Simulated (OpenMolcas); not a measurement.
# C2H6AlCl (SMILES [CH3][Al]([CH3])[Cl]): levels of theory compared

Aim: a comparison of 6 runs (HF/STO-3G, HF/3-21G, B3LYP/6-31G*, PBE/cc-pVDZ, TPSS/cc-pVDZ, revPBE/cc-pVDZ) of C2H6AlCl. 

Program for the calculation: OpenMolcas 26.06.

1 further run of the same task is left out (set aside as unsound or not needed).

## Step 1: The structure to begin with

C2H6AlCl has 10 atoms, charge 0, and is taken as a singlet. As SMILES, `[CH3][Al]([CH3])[Cl]`. The Al2–Cl4 distance was set to 2.748 Å, away from the relaxed value.

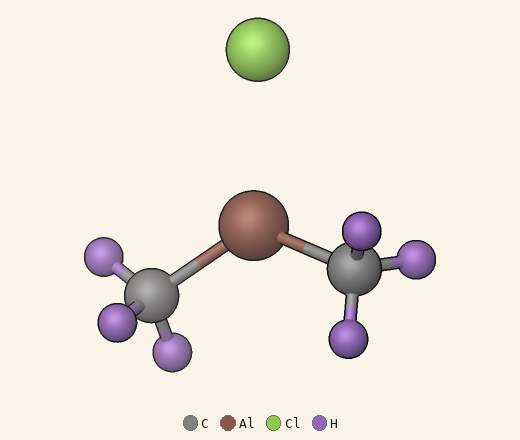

Viewed from a chosen angle; carbon grey, aluminium brown, chlorine green, hydrogen purple.

## Step 2: The energy at HF/STO-3G (run 1)

The input, coord.xyz:

```xyz
10

C     -0.259709     1.835664    -0.661311
Al     0.005691     0.030864     0.005489
C      1.000191    -0.454736     1.601389
Cl    -1.112300    -2.038200    -1.415400
H     -0.863409     1.861264    -1.570411
H     -0.752209     2.458864     0.092489
H      0.701791     2.313064    -0.878111
H      0.360391    -0.993736     2.307189
H      1.416691     0.414164     2.116689
H      1.824891    -1.130036     1.353089
```

The input, test.input:

```
&gateway
  baslib
  $CurrDir
  coord
  coord.xyz
  basis
  STO-3G
  group
  NoSym

&seward

&scf
  thresholds
  1e-10 1e-07 1e-07 1e-05
  prorbitals
  0
```

The basis set STO-3G is read from a file made from the Basis Set Exchange's data (not shown).

Launch:

```sh
$ export MOLCAS_MEM=1860
$ pymolcas test.input > test.log
```

Output:

```text
--- Start Module: gateway ---
[...]
--- Stop Module: gateway /rc=_RC_ALL_IS_WELL_ ---
--- Start Module: seward ---
[...]
      Basis functions           34
--- Stop Module: seward /rc=_RC_ALL_IS_WELL_ ---
[...]
--- Start Module: scf ---
[...]
       Convergence after   9 Iterations
[...]
::    Total SCF energy                               -771.9510771355
[...]
      Total spin, S                                     0.0000000000
[...]
      Total electronic charge=   48.000000
      Total            charge=   -0.000000
[...]
      Dipole Moment (debye):
      Origin of the operator (angstrom)=   -0.2951   -0.5316   -0.3763
                   X=  2.5993E+00               Y=  4.8317E+00               Z=  3.3014E+00           Total=  6.4031E+00
      Quadrupole Moment (debye*angstrom):
[...]
--- Stop Module: scf /rc=_RC_ALL_IS_WELL_ ---
[...]
```

It took 2.3 s on 1 thread of Intel Xeon Platinum 8259CL at 2.50GHz (Skylake/Cascade Lake), shared host; peak memory 0.37 GiB.

## Step 3: The energy at HF/3-21G (run 2)

The input, job.input:

```
* C2H6AlCl Hartree-Fock

&GATEWAY
  BasLib = $CurrDir
  BasisSet
  C.3-21G....
  C1 -0.259709 1.835664 -0.661311 angstrom
  C3 1.000191 -0.454736 1.601389 angstrom
  End of Basis
  BasisSet
  Al.3-21G....
  Al2 0.005691 0.030864 0.005489 angstrom
  End of Basis
  BasisSet
  Cl.3-21G....
  Cl4 -1.112300 -2.038200 -1.415400 angstrom
  End of Basis
  BasisSet
  H.3-21G....
  H5 -0.863409 1.861264 -1.570411 angstrom
  H6 -0.752209 2.458864 0.092489 angstrom
  H7 0.701791 2.313064 -0.878111 angstrom
  H8 0.360391 -0.993736 2.307189 angstrom
  H9 1.416691 0.414164 2.116689 angstrom
  H10 1.824891 -1.130036 1.353089 angstrom
  End of Basis

&SEWARD

&SCF
  Thresholds = 1e-10 1e-07 1e-07 1e-05
  PrOrbitals = 1
```

The basis set 3-21G is read from a file made from the Basis Set Exchange's data (not shown).

Launch:

```sh
$ export MOLCAS_MEM=1860
$ pymolcas job.input > job.log
```

Output:

```text
--- Start Module: gateway ---
[...]
--- Stop Module: gateway /rc=_RC_ALL_IS_WELL_ ---
--- Start Module: seward ---
[...]
      Basis functions           56
--- Stop Module: seward /rc=_RC_ALL_IS_WELL_ ---
[...]
--- Start Module: scf ---
[...]
       Convergence after  13 Iterations
[...]
::    Total SCF energy                               -776.7504006970
[...]
      Total spin, S                                     0.0000000000
[...]
      Total electronic charge=   48.000000
      Total            charge=   -0.000000
[...]
      Dipole Moment (debye):
      Origin of the operator (angstrom)=   -0.2951   -0.5316   -0.3763
                   X=  2.6890E+00               Y=  4.9589E+00               Z=  3.4189E+00           Total=  6.5963E+00
      Quadrupole Moment (debye*angstrom):
[...]
--- Stop Module: scf /rc=_RC_ALL_IS_WELL_ ---
[...]
```

Wall time 3.6 s (1 thread of Intel Xeon Platinum 8259CL at 2.50GHz (Skylake/Cascade Lake), shared host); peak memory 0.39 GiB.

Runs 3 to 5 aren't shown in full; the table further down has their settings and results.

## Step 4: A single-point energy at revPBE/cc-pVDZ (run 6)

The input, mol.inp:

```
>>> EXPORT MOLCAS_PRINT=2
&GATEWAY
BasLib = $CurrDir
Coord
10
angstrom
C       -0.259709       1.835664      -0.661311
Al       0.005691       0.030864       0.005489
C        1.000191      -0.454736       1.601389
Cl      -1.112300      -2.038200      -1.415400
H       -0.863409       1.861264      -1.570411
H       -0.752209       2.458864       0.092489
H        0.701791       2.313064      -0.878111
H        0.360391      -0.993736       2.307189
H        1.416691       0.414164       2.116689
H        1.824891      -1.130036       1.353089
Basis = cc-pVDZ
Group = NoSym
&SEWARD
GridInput
Grid=UltraFine
End of Grid
&SCF
KSDFT = revPBE
Thresholds = 1e-10 1e-07 1e-07 1e-05
PrOrbitals = 0
```

The basis set cc-pVDZ is read from a file made from the Basis Set Exchange's data (not shown).

Launch:

```sh
$ export MOLCAS_MEM=1860
$ pymolcas mol.inp > mol.log
```

Output:

```text
--- Start Module: gateway ---
[...]
--- Stop Module: gateway /rc=_RC_ALL_IS_WELL_ ---
--- Start Module: seward ---
[...]
      Basis functions           94
--- Stop Module: seward /rc=_RC_ALL_IS_WELL_ ---
[...]
--- Start Module: scf ---
[...]
       Convergence after  14 Iterations
[...]
::    Total KS-DFT energy                            -782.3329444810
[...]
      Total spin, S                                     0.0000000000
[...]
      Total electronic charge=   48.000000
      Total            charge=   -0.000000
[...]
      Dipole Moment (debye):
      Origin of the operator (angstrom)=   -0.2951   -0.5316   -0.3763
                   X=  2.1507E+00               Y=  3.9630E+00               Z=  2.7345E+00           Total=  5.2733E+00
      Quadrupole Moment (debye*angstrom):
[...]
--- Stop Module: scf /rc=_RC_ALL_IS_WELL_ ---
[...]
```

Run time: 41 s. Hardware: 1 thread of Intel Xeon Platinum 8259CL at 2.50GHz (Skylake/Cascade Lake), shared host; peak memory 0.52 GiB.

## Step 5: Overview of the runs

| run | level | integration grid | energy (Eh) | dipole moment (D) | HOMO energy (eV) | LUMO energy (eV) | wall time |
| --- | --- | --- | --- | --- | --- | --- | --- |
| 1 | HF/STO-3G | – | -771.951077 | 6.40 | -7.36 | 5.45 | 2.3 s |
| 2 | HF/3-21G | – | -776.750401 | 6.60 | -10.59 | 1.18 | 3.6 s |
| 3 | B3LYP/6-31G* (spherical functions) | UltraFine | -782.494042 | 5.72 | -7.07 | -1.60 | 26 s |
| 4 | PBE/cc-pVDZ | UltraFine | -782.046375 | 5.26 | -5.95 | -2.13 | 44 s |
| 5 | TPSS/cc-pVDZ | UltraFine | -782.552890 | 5.29 | -6.08 | -2.02 | 62 s |
| 6 | revPBE/cc-pVDZ | UltraFine | -782.332944 | 5.27 | -5.91 | -2.04 | 41 s |

## Step 6: Summary of results

| quantity | value |
| --- | --- |
| run 6: total energy | -782.33294 Eh |
| run 6: dipole moment | 5.27 D |
| run 6: HOMO energy | -5.91 eV |
| run 6: LUMO energy | -2.04 eV |
| run 6: HOMO–LUMO gap | 3.87 eV |

What this shows: The dipole moment (its size) runs from 5.26 D (PBE/cc-pVDZ) to 6.60 D (HF/3-21G). The two ends differ in method and basis. The HOMO–LUMO gap runs from 3.82 eV (PBE/cc-pVDZ) to 12.81 eV (HF/STO-3G). Totals of different functionals can't be ranked against each other. In run 1 the basis is minimal, so the values are rough. All runs together took 3 min, the longest 62 s.
